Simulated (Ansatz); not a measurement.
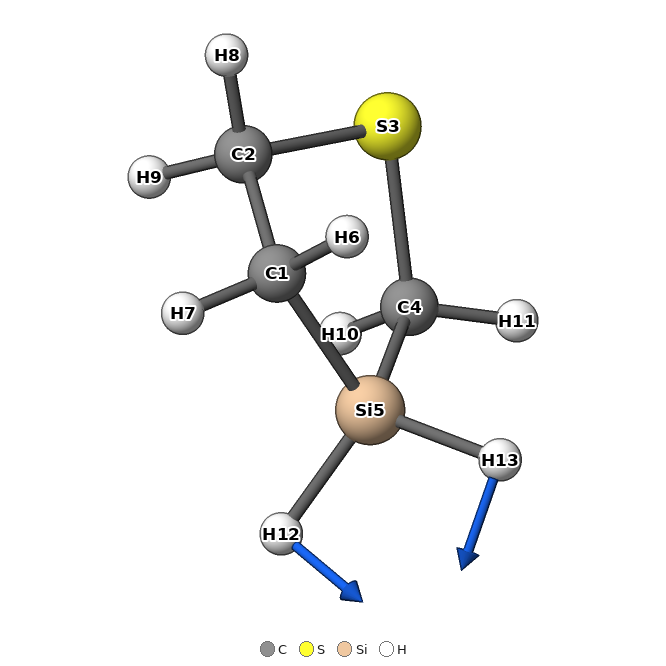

The arrows show one normal mode. Harmonic vibrations computed with RKS PBE0-D4/def2-TZVP (Ansatz 0.2.0) at a stationary point of the same level.

Describe the motion.

Mostly H–Si–H bending.

Estimate its harmonic wavenumber.

956 cm⁻¹; it is mode 15 of 33 counted from the lowest.
